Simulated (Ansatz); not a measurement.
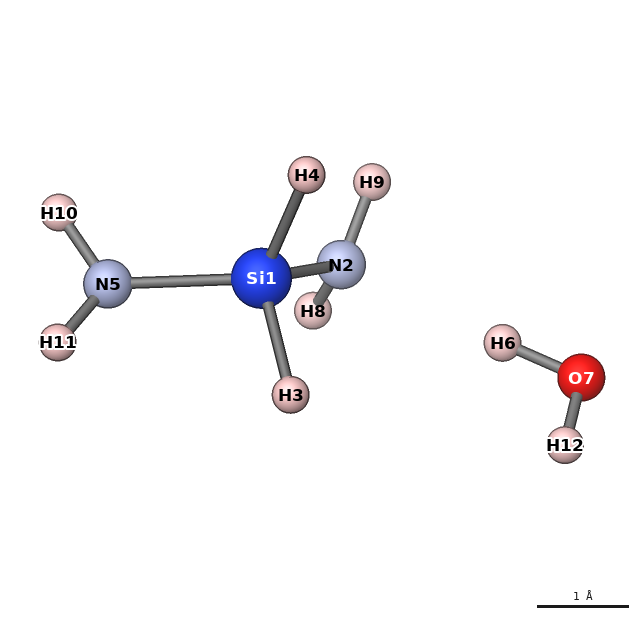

The geometry was computed by an optimisation with PBE0-D4/def2-TZVP.

Find the hydrogen bonds (donors O, N, F, S or Cl) and give their geometry.

```json
{"D–H···A": "O7–H6···N2", "D–H (Å)": "0.97", "H···A (Å)": "2.02", "angle (°)": "178", "kind": "intermolecular"}
```
